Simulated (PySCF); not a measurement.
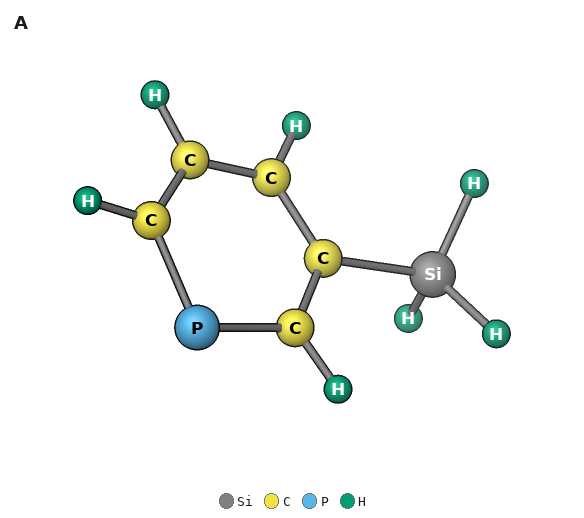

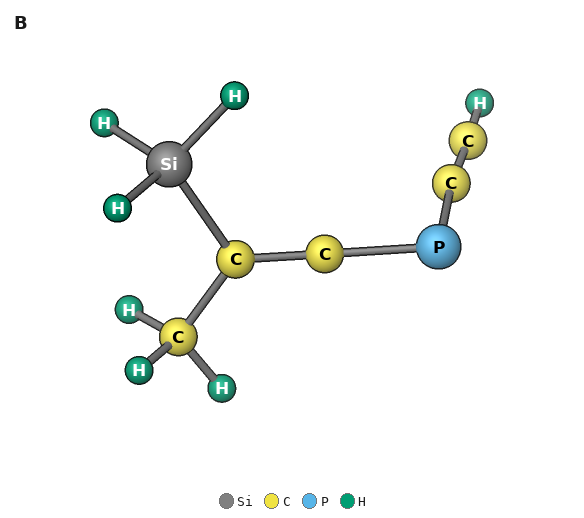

2 stationary structures of one formula. Geometries: GFN2-xTB. Electronic energies: PBE0/pcSseg-1 (PySCF 2.14.0), without zero-point energy. No frequency run is at hand to confirm each as a minimum.

> How are they related?

They are constitutional isomers of C5H7PSi: A `[SiH3]c1cccpc1`, B `C#CP=C=C(C)[SiH3]`.

> Which structure is the most stable?

A is lowest; B lies 74.4 kcal/mol above it.

The geometry is semi-empirical. Around P, Si such bond lengths and angles can be off by a tenth of an ångström or more and by several degrees, and values that hang on the shape move with them.
